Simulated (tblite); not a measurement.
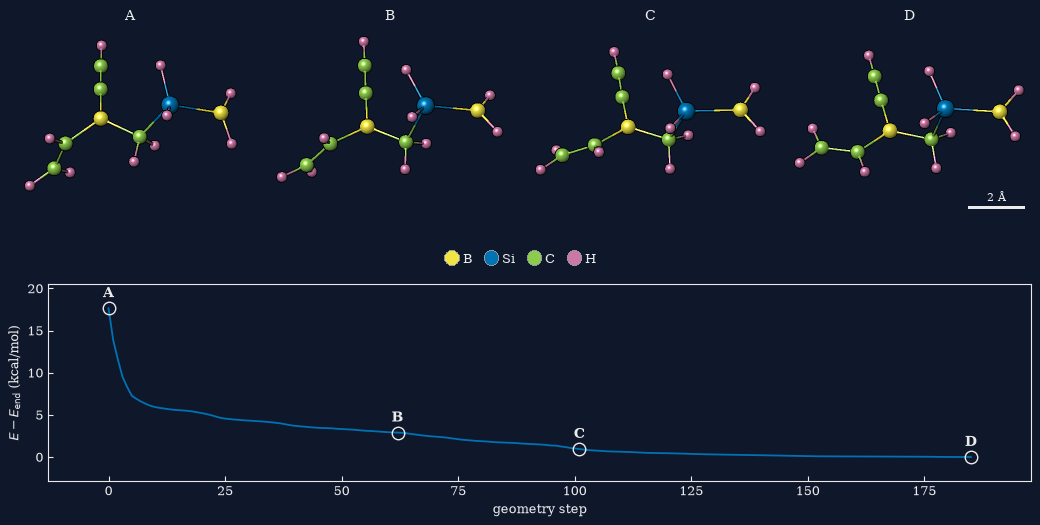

Frames of a relaxation of C5H10B2Si, marked on the history of the run. Style: ball-and-stick. Shown from a free direction.

Computed with GFN2-xTB geometry optimisation, gas phase in tblite 0.8.0. 

> Describe the path.

The largest move after the best rigid fit is that of an H atom, 2.18 Å. Largest moves by element: H 2.18 Å, C 1.02 Å, B 0.79 Å, Si 0.23 Å. Some distances before and after: C–Si 1.836 → 1.941 Å, B–C 1.594 → 1.556 Å, C–H 1.113 → 1.086 Å, C–C 1.307 → 1.331 Å. Among the angles between lasting bonds that change: B–Si–H 108.6° → 116.7°, B–Si–H 109.6° → 117.3°, H–Si–H 110.2° → 103.5°. Groups turn about C–Si by about 25°. The energy falls by 17.7 kcal/mol in 185 geometry steps. The run took 2.5 s on 1 thread of Arm Neoverse N1 (shared host). From step 0 to 62: an H atom moves most (0.76 Å), energy −14.8 kcal/mol. From step 62 to 101: an H atom moves most (0.95 Å), energy −1.95 kcal/mol. From step 101 to 185: H atoms move most (0.85 Å), energy −0.95 kcal/mol.

| step | E − E(0), kcal/mol |
| --- | --- |
| 0 | 0.00 |
| 1 | -3.78 |
| 2 | -6.09 |
| 3 | -8.15 |
| 4 | -9.36 |
| 5 | -10.39 |
| 6 | -10.77 |
| 7 | -11.08 |
| 8 | -11.35 |
| 9 | -11.58 |
| 10 | -11.73 |
| 19 | -12.34 |
| 28 | -13.26 |
| 38 | -13.78 |
| 47 | -14.23 |
| 56 | -14.56 |
| 65 | -14.92 |
| 74 | -15.47 |
| 84 | -15.93 |
| 93 | -16.18 |
| 102 | -16.78 |
| 111 | -17.05 |
| 121 | -17.22 |
| 130 | -17.35 |
| 139 | -17.44 |
| 148 | -17.53 |
| 157 | -17.59 |
| 167 | -17.60 |
| 176 | -17.63 |
| 185 | -17.66 |
